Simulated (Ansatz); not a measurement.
```yaml
atoms:
  - { symbol: Ta, position_ang: [-0.3018, -0.0455, -0.1774] }
  - { symbol: F, position_ang: [2.7668, 0.5274, -0.0496] }
  - { symbol: F, position_ang: [0.7924, -0.3733, 1.3923] }
  - { symbol: N, position_ang: [-0.2352, -0.1252, -2.1504] }
  - { symbol: H, position_ang: [-0.5383, -0.9445, -2.6789] }
  - { symbol: H, position_ang: [0.3870, 0.4383, -2.7329] }
  - { symbol: F, position_ang: [-0.1792, 1.8276, -0.0078] }
  - { symbol: F, position_ang: [-1.4194, -1.5435, 0.0483] }
  - { symbol: H, position_ang: [2.3777, 0.2387, 0.7465] }
```

Core potentials replace the inner electrons of Ta.

Theory: UKS B3LYP/def2-SVP in Ansatz.

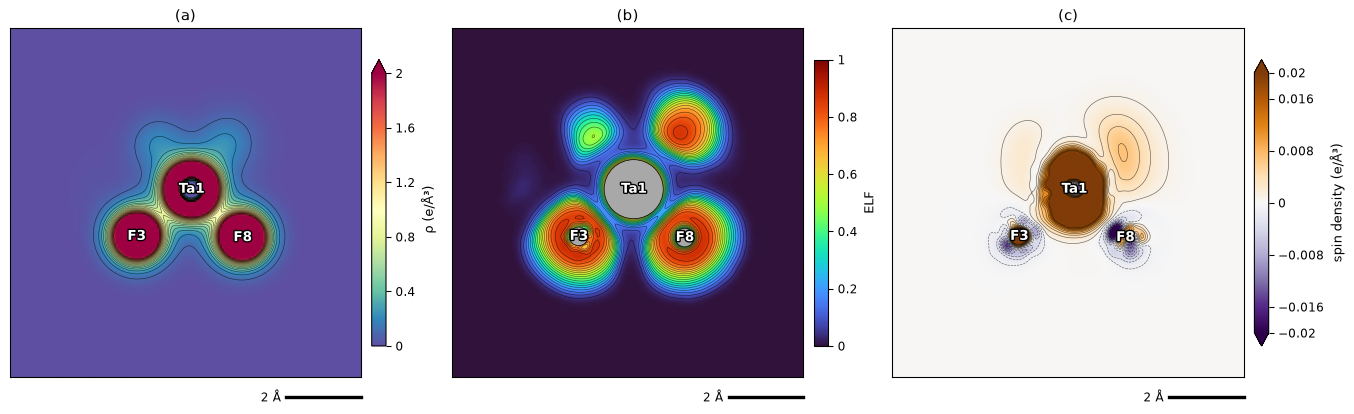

F3H2NTa···HF (doublet). (a) electron density; (b) electron localisation function; (c) spin density (α minus β) on the plane of atoms F3, Ta1 and F8. Grey discs cover the atomic cores in the ELF map.

> What do the fields say about this system?

The plane passes through Ta and F nuclei. Ta–F (1.88 Å): ρ is about 0.97 e/Å³ halfway; the ELF peaks at about 0.85 in the valence shell of F, 0.5 Å from its nucleus, and drops to about 0.20 between the two atoms. Ta–F (1.94 Å): the density is about 0.84 e/Å³ at the midpoint; the ELF peaks at about 0.85 in the valence shell of F, 0.5 Å from its nucleus, and drops to about 0.15 between the two atoms. The unpaired spin (1 electron) lies mostly on Ta1 (about 0.9), in electrons by Hirshfeld's partition.
